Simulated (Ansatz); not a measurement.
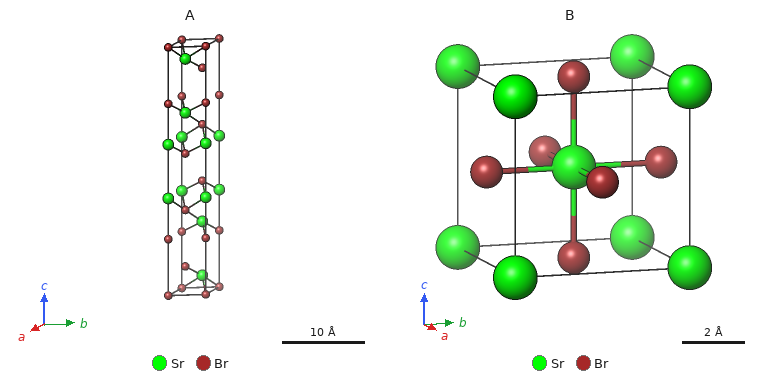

Two structures of Sr$_{2}$Br$_{3}$, each relaxed to rest (conventional cells in solid outline, small ones repeated, not to one scale). Method: Ansatz 0.2.0, DFT PBE, scalar-relativistic, plane waves, PAW, without spin polarisation.

### What structure does each panel show?

A: 15 atoms a cell on a rhombohedral (trigonal R) lattice, R-3m. B: 5 atoms a cell on a primitive cubic lattice, Pm-3m.

### Which structure wins energetically, and by what margin?

A is lower, by 177 meV/atom at this level of theory (energies at zero smearing). Volumes: A 39.4, B 42.5 Å³/atom.

One or both may be structure types tried for this composition rather than known phases.
